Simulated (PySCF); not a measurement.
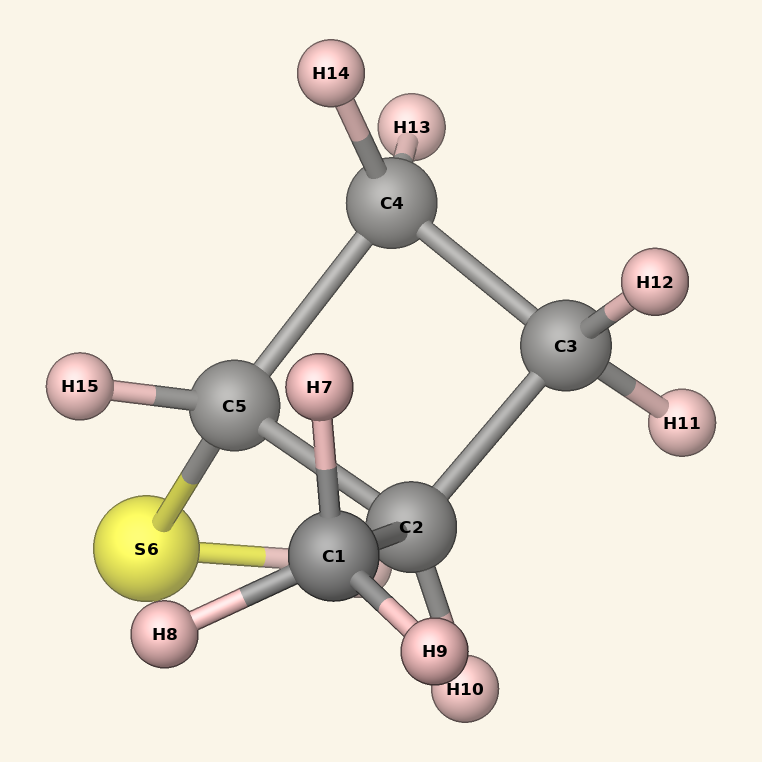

C2 lies behind C1. The molecule seen a little off the C1–C2 bond, C1 in front. Depth is shown by fading: the farther an atom, the more it takes the colour of the background. Geometry: a frame of a GFN2-xTB molecular-dynamics simulation, not a minimum.

**What is the torsion angle H7–C1–C2–C3? The sign is positive where the front bond must turn clockwise to cover the back bond.**

35°, synclinal (gauche).
